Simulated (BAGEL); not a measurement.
# A workflow on CH6Sn (SMILES [CH3][SnH3])

Aim: a single-point energy (HF/x2c-SVPall), then the energy (NEVPT2(2,2)/x2c-SVPall), then the energy (CASPT2(2,2)/x2c-SVPall) of CH6Sn. 

The calculation is run with BAGEL 1.2.2.

### Step 1. Starting point

CH6Sn: 8 atoms, total charge 0, spin state singlet. SMILES: `[CH3][SnH3]`. The C1–H4 distance was set to 2.071 Å, away from the relaxed value. At this shape a bond of the SMILES string is far longer than usual.

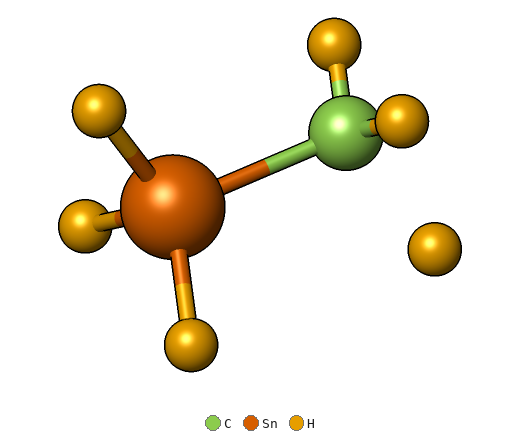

Viewed from a chosen angle; carbon green, tin orange, hydrogen amber.

### Step 2. The energy at HF/x2c-SVPall (DKH2, density fitting with AutoAux) (run 1)

Contents of input.json:

```json
{ "bagel" : [

{
  "title" : "molecule",
  "basis" : "x2c-svpall.json",
  "df_basis" : "x2c-svpall-autoaux.json",
  "dkh" : true,
  "geometry" : [
    { "atom" : "C", "xyz" : [  0.88657257,  2.01854686, -0.74408344 ] },
    { "atom" : "Sn", "xyz" : [ -2.91914687,  0.70235262, -0.37993322 ] },
    { "atom" : "H", "xyz" : [  1.27585615,  2.51044258, -2.70599710 ] },
    { "atom" : "H", "xyz" : [  3.38128695, -0.77705538,  0.38550413 ] },
    { "atom" : "H", "xyz" : [  1.17022046,  3.68490736,  0.43302696 ] },
    { "atom" : "H", "xyz" : [ -4.98386164,  3.00007061, -1.32404039 ] },
    { "atom" : "H", "xyz" : [ -3.36757888, -1.91926443, -2.21277859 ] },
    { "atom" : "H", "xyz" : [ -3.54143368, -0.05807317,  2.69710783 ] }
  ]
},
{ "title" : "hf" },
{ "title" : "print", "file" : "orbitals.molden", "orbitals" : true }

]}
```

The basis set x2c-SVPall is read from a file made from the Basis Set Exchange's data (not shown).

The run is started by

```bash
$ BAGEL_NUM_THREADS=1 BAGEL input.json > input.out
```

Standard output:

```text
* using 1 threads per process

  ===============================================================
  ===============================================================

  *** Geometry ***

  { "atom" : "C", "xyz" : [      0.886573,      2.018547,     -0.744083 ] },
  { "atom" : "Sn", "xyz" : [     -2.919147,      0.702353,     -0.379933 ] },
  { "atom" : "H", "xyz" : [      1.275856,      2.510443,     -2.705997 ] },
  { "atom" : "H", "xyz" : [      3.381287,     -0.777055,      0.385504 ] },
  { "atom" : "H", "xyz" : [      1.170220,      3.684907,      0.433027 ] },
  { "atom" : "H", "xyz" : [     -4.983862,      3.000071,     -1.324040 ] },
  { "atom" : "H", "xyz" : [     -3.367579,     -1.919264,     -2.212779 ] },
  { "atom" : "H", "xyz" : [     -3.541434,     -0.058073,      2.697108 ] },

  Number of auxiliary basis functions:      601

  Since a DF basis is specified, we compute 2- and 3-index integrals:
    o Being stored without compression. Storage requirement is 0.031 GB

  Number of basis functions:       80
  Number of electrons      :       62

    * METHOD: MOLECULE                             0.37

  *** RHF ***

  === Nuclear Repulsion ===
   160.7162523701

      * DIIS with orbital gradients will be used.

  === RHF iteration (x2c-svpall.json) ===
      0      -6212.54384566          0.01257339           0.14
      1      -6212.60896893          0.00886592           0.13
      2      -6212.64368333          0.00125752           0.14
      3      -6212.64548610          0.00018009           0.14
      4      -6212.64554853          0.00006042           0.14
      5      -6212.64555482          0.00001248           0.14
      6      -6212.64555509          0.00000364           0.14
      7      -6212.64555511          0.00000153           0.14
      8      -6212.64555512          0.00000057           0.14
      9      -6212.64555512          0.00000023           0.14
     10      -6212.64555512          0.00000008           0.14
     11      -6212.64555512          0.00000003           0.14
     12      -6212.64555512          0.00000001           0.14
    * SCF iteration converged.

    * Permanent dipole moment:
           (    0.259759,    -0.460022,     0.180948) a.u.

    * METHOD: HF                                   2.27

    * METHOD: PRINT                                0.01

  ===============================================================
```

Wall time 2.8 s (1 thread of Arm Neoverse V1, shared host); peak memory 0.14 GiB.

### Step 3. A single-point energy at NEVPT2(2,2)/x2c-SVPall (DKH2, density fitting with AutoAux) (run 2)

Contents of calc.json:

```json
{ "bagel": [

{
  "title": "molecule",
  "basis": "x2c-svpall.json",
  "df_basis": "x2c-svpall-autoaux.json",
  "angstrom": false,
  "dkh": true,
  "geometry": [
    { "atom": "C", "xyz": [     0.88657257,     2.01854686,    -0.74408344 ] },
    { "atom": "Sn", "xyz": [    -2.91914687,     0.70235262,    -0.37993322 ] },
    { "atom": "H", "xyz": [     1.27585615,     2.51044258,    -2.70599710 ] },
    { "atom": "H", "xyz": [     3.38128695,    -0.77705538,     0.38550413 ] },
    { "atom": "H", "xyz": [     1.17022046,     3.68490736,     0.43302696 ] },
    { "atom": "H", "xyz": [    -4.98386164,     3.00007061,    -1.32404039 ] },
    { "atom": "H", "xyz": [    -3.36757888,    -1.91926443,    -2.21277859 ] },
    { "atom": "H", "xyz": [    -3.54143368,    -0.05807317,     2.69710783 ] }
  ]
},

{ "title": "hf" },

{ "title": "nevpt2", "nstate": 1, "nact": 2, "nclosed": 30, "active": [31, 32], "maxiter": 200, "natocc": true, "ncore": 19 },

{ "title": "print", "file": "orbitals.molden", "orbitals": true }

]}
```

The basis set x2c-SVPall is read from a file made from the Basis Set Exchange's data (not shown).

The run is started by

```bash
$ BAGEL_NUM_THREADS=1 BAGEL calc.json > calc.out
```

Standard output:

```text
* using 1 threads per process

  ===============================================================
  ===============================================================

  *** Geometry ***

  { "atom" : "C", "xyz" : [      0.886573,      2.018547,     -0.744083 ] },
  { "atom" : "Sn", "xyz" : [     -2.919147,      0.702353,     -0.379933 ] },
  { "atom" : "H", "xyz" : [      1.275856,      2.510443,     -2.705997 ] },
  { "atom" : "H", "xyz" : [      3.381287,     -0.777055,      0.385504 ] },
  { "atom" : "H", "xyz" : [      1.170220,      3.684907,      0.433027 ] },
  { "atom" : "H", "xyz" : [     -4.983862,      3.000071,     -1.324040 ] },
  { "atom" : "H", "xyz" : [     -3.367579,     -1.919264,     -2.212779 ] },
  { "atom" : "H", "xyz" : [     -3.541434,     -0.058073,      2.697108 ] },

  Number of auxiliary basis functions:      601

  Since a DF basis is specified, we compute 2- and 3-index integrals:
    o Being stored without compression. Storage requirement is 0.031 GB

  Number of basis functions:       80
  Number of electrons      :       62

    * METHOD: MOLECULE                             0.37

  *** RHF ***

  === Nuclear Repulsion ===
   160.7162523701

      * DIIS with orbital gradients will be used.

  === RHF iteration (x2c-svpall.json) ===
      0      -6212.54384566          0.01257339           0.15
      1      -6212.60896893          0.00886592           0.14
      2      -6212.64368333          0.00125752           0.14
      3      -6212.64548610          0.00018009           0.14
      4      -6212.64554853          0.00006042           0.14
      5      -6212.64555482          0.00001248           0.14
      6      -6212.64555509          0.00000364           0.14
      7      -6212.64555511          0.00000153           0.14
      8      -6212.64555512          0.00000057           0.14
      9      -6212.64555512          0.00000023           0.14
     10      -6212.64555512          0.00000008           0.14
     11      -6212.64555512          0.00000003           0.14
     12      -6212.64555512          0.00000001           0.14
    * SCF iteration converged.

    * Permanent dipole moment:
           (    0.259759,    -0.460022,     0.180948) a.u.

    * METHOD: HF                                   2.33

    * freezing 19 orbitals
  ---------------------------
      CASSCF calculation
  ---------------------------

    ==== Active orbitals : =====
         Orbital 31
         Orbital 32
    ============================

    * nstate   :      1
    * nclosed  :     30
    * nact     :      2
    * nvirt    :     48
  === CASSCF iteration (x2c-svpall.json) ===

    * Using the second-order algorithm

      0  0     -6212.67025849     2.77e-03      0.04

      1  0     -6212.69617370     1.81e-03      0.64

      2  0     -6212.70200071     5.43e-04      0.65

      3  0     -6212.70219139     1.40e-04      0.69

      4  0     -6212.70219920     3.55e-05      0.66

      5  0     -6212.70219965     9.21e-06      0.67

      6  0     -6212.70219968     2.40e-06      0.70

      7  0     -6212.70219968     6.25e-07      0.68

      8  0     -6212.70219968     1.63e-07      0.66

      9  0     -6212.70219968     4.23e-08      0.61

     10  0     -6212.70219968     1.10e-08      0.58

     11  0     -6212.70219968     2.85e-09      0.52

    * Second-order optimization converged. *

     guess   0:   closed 1.                   open ..

  === FCI iteration ===

      0  0     -6212.64062557     8.44e-02      0.00
      1  0     -6212.70185994     5.95e-03      0.00
      2  0 *   -6212.70219968     7.80e-16      0.00

     * ci vector, state   0, <S^2> = 0.0000
       2.     0.9394205521
       .2    -0.3427667228

  === DF-NEVPT2 calculation ===

    * 3-index integral transformation done
    * assembly done

      NEVPT2 correlation energy:   -0.2859757851      0.12

          (+0)     -0.1991864052
          (+0)'    -0.0528013603
          (+1)     -0.0063284346
          (+1)'    -0.0000862049
          (+2)     -0.0003200773
          (-1)     -0.0248089122
          (-1)'    -0.0000857217
          (-2)     -0.0023586689

      NEVPT2 total energy:       -6212.9881754643

    * METHOD: NEVPT2                               7.89

    * METHOD: PRINT                                0.01

  ===============================================================
```

It took 11 s on 1 thread of Arm Neoverse V1, shared host; peak memory 0.15 GiB.

### Step 4. A single-point energy at CASPT2(2,2)/x2c-SVPall (DKH2, density fitting with AutoAux) (run 3)

Contents of input.json:

```json
{ "bagel" : [

{
  "title" : "molecule",
  "basis" : "x2c-svpall.json",
  "df_basis" : "x2c-svpall-autoaux.json",
  "dkh" : true,
  "geometry" : [
    { "atom" : "C", "xyz" : [     0.88657257,     2.01854686,    -0.74408344 ] },
    { "atom" : "Sn", "xyz" : [    -2.91914687,     0.70235262,    -0.37993322 ] },
    { "atom" : "H", "xyz" : [     1.27585615,     2.51044258,    -2.70599710 ] },
    { "atom" : "H", "xyz" : [     3.38128695,    -0.77705538,     0.38550413 ] },
    { "atom" : "H", "xyz" : [     1.17022046,     3.68490736,     0.43302696 ] },
    { "atom" : "H", "xyz" : [    -4.98386164,     3.00007061,    -1.32404039 ] },
    { "atom" : "H", "xyz" : [    -3.36757888,    -1.91926443,    -2.21277859 ] },
    { "atom" : "H", "xyz" : [    -3.54143368,    -0.05807317,     2.69710783 ] }
  ]
},

{ "title" : "hf" },

{ "title" : "casscf", "nstate" : 1, "nact" : 2, "nclosed" : 30, "active" : [31, 32], "maxiter" : 200, "natocc" : true },

{ "title" : "print", "file" : "orbitals.molden", "orbitals" : true },

{ "title" : "smith", "method" : "caspt2", "ms" : true, "xms" : true, "sssr" : true, "shift" : 0.2, "shift_imag" : true, "ncore" : 19 }

]}
```

The basis set x2c-SVPall is read from a file made from the Basis Set Exchange's data (not shown).

The run is started by

```bash
$ BAGEL_NUM_THREADS=1 BAGEL input.json > input.out
```

Standard output:

```text
* using 1 threads per process

  ===============================================================
  ===============================================================

  *** Geometry ***

  { "atom" : "C", "xyz" : [      0.886573,      2.018547,     -0.744083 ] },
  { "atom" : "Sn", "xyz" : [     -2.919147,      0.702353,     -0.379933 ] },
  { "atom" : "H", "xyz" : [      1.275856,      2.510443,     -2.705997 ] },
  { "atom" : "H", "xyz" : [      3.381287,     -0.777055,      0.385504 ] },
  { "atom" : "H", "xyz" : [      1.170220,      3.684907,      0.433027 ] },
  { "atom" : "H", "xyz" : [     -4.983862,      3.000071,     -1.324040 ] },
  { "atom" : "H", "xyz" : [     -3.367579,     -1.919264,     -2.212779 ] },
  { "atom" : "H", "xyz" : [     -3.541434,     -0.058073,      2.697108 ] },

  Number of auxiliary basis functions:      601

  Since a DF basis is specified, we compute 2- and 3-index integrals:
    o Being stored without compression. Storage requirement is 0.031 GB

  Number of basis functions:       80
  Number of electrons      :       62

    * METHOD: MOLECULE                             0.37

  *** RHF ***

  === Nuclear Repulsion ===
   160.7162523701

      * DIIS with orbital gradients will be used.

  === RHF iteration (x2c-svpall.json) ===
      0      -6212.54384566          0.01257339           0.14
      1      -6212.60896893          0.00886592           0.14
      2      -6212.64368333          0.00125752           0.14
      3      -6212.64548610          0.00018009           0.14
      4      -6212.64554853          0.00006042           0.14
      5      -6212.64555482          0.00001248           0.14
      6      -6212.64555509          0.00000364           0.14
      7      -6212.64555511          0.00000153           0.14
      8      -6212.64555512          0.00000057           0.14
      9      -6212.64555512          0.00000023           0.14
     10      -6212.64555512          0.00000008           0.14
     11      -6212.64555512          0.00000003           0.14
     12      -6212.64555512          0.00000001           0.14
    * SCF iteration converged.

    * Permanent dipole moment:
           (    0.259759,    -0.460022,     0.180948) a.u.

    * METHOD: HF                                   2.29

  ---------------------------
      CASSCF calculation
  ---------------------------

    ==== Active orbitals : =====
         Orbital 31
         Orbital 32
    ============================

    * nstate   :      1
    * nclosed  :     30
    * nact     :      2
    * nvirt    :     48
  === CASSCF iteration (x2c-svpall.json) ===

    * Using the second-order algorithm

      0  0     -6212.67025849     2.77e-03      0.04

      1  0     -6212.69617370     1.81e-03      0.63

      2  0     -6212.70200071     5.43e-04      0.65

      3  0     -6212.70219139     1.40e-04      0.69

      4  0     -6212.70219920     3.55e-05      0.63

      5  0     -6212.70219965     9.21e-06      0.69

      6  0     -6212.70219968     2.40e-06      0.70

      7  0     -6212.70219968     6.25e-07      0.67

      8  0     -6212.70219968     1.63e-07      0.66

      9  0     -6212.70219968     4.23e-08      0.60

     10  0     -6212.70219968     1.10e-08      0.60

     11  0     -6212.70219968     2.85e-09      0.51

    * Second-order optimization converged. *

     guess   0:   closed 1.                   open ..

  === FCI iteration ===

      0  0     -6212.64062557     8.44e-02      0.00
      1  0     -6212.70185994     5.95e-03      0.00
      2  0 *   -6212.70219968     7.80e-16      0.00

     * ci vector, state   0, <S^2> = 0.0000
       2.     0.9394205521
       .2    -0.3427667228

    * METHOD: CASSCF                               7.55

    * METHOD: PRINT                                0.01

  === SMITH program ===

    * freezing 19 orbitals

    * Approximate memory requirement for SMITH calulation per MPI process:
      o Storage requirement for T-amplitude, lambda, and residual is 0.01 GB
      o Storage requirement for MO integrals is 0.00 GB
    * Calculating and saving rdm4f

    * Zeroth order energy : state  0       -0.5908873860

    * CASPT2 iteration is performed using orthogonal basis

      -------------------------------------------  CASPT2 iteration  ---------------------------------------------------
       #      aibj      arbs      arbi      airj      risj      airs      arst      rist         Etot      error   time
      ------------------------------------------------------------------------------------------------------------------

       0  -0.19675  -0.00293  -0.02609  -0.00681  -0.00048  -0.01185  -0.00000  -0.00000   -0.2449005  0.0007991   0.06
       1  -0.19679  -0.00293  -0.02613  -0.00684  -0.00049  -0.01199  -0.00000  -0.00000   -0.2451752  0.0001017   0.05
       2  -0.19679  -0.00293  -0.02613  -0.00684  -0.00049  -0.01199  -0.00000  -0.00000   -0.2451803  0.0000149   0.05
       3  -0.19679  -0.00293  -0.02613  -0.00684  -0.00049  -0.01199   0.00000  -0.00000   -0.2451804  0.0000023   0.06
       4  -0.19679  -0.00293  -0.02613  -0.00684  -0.00049  -0.01199   0.00000  -0.00000   -0.2451804  0.0000004   0.06

      ------------------------------------------------------------------------------------------------------------------

    * CASPT2 energy : state  0    -6212.9493370171
        w/o shift correction      -6212.9473800884
        reference weight              0.9090321223

    * METHOD: SMITH                                0.58

  ===============================================================
```

It took 11 s on 1 thread of Arm Neoverse V1, shared host; peak memory 0.15 GiB.

### Step 5. What came out

| quantity | value |
| --- | --- |
| run 1, HF/x2c-SVPall: total energy | -6212.64556 Eh |
| run 1, HF/x2c-SVPall: dipole moment | 1.42 D |
| run 1, HF/x2c-SVPall: HOMO energy | -9.86 eV |
| run 1, HF/x2c-SVPall: LUMO energy | 1.22 eV |
| run 1, HF/x2c-SVPall: HOMO–LUMO gap | 11.08 eV |
| run 2, NEVPT2(2,2)/x2c-SVPall: total energy | -6212.98818 Eh |
| run 3, CASPT2(2,2)/x2c-SVPall: total energy | -6212.94934 Eh |
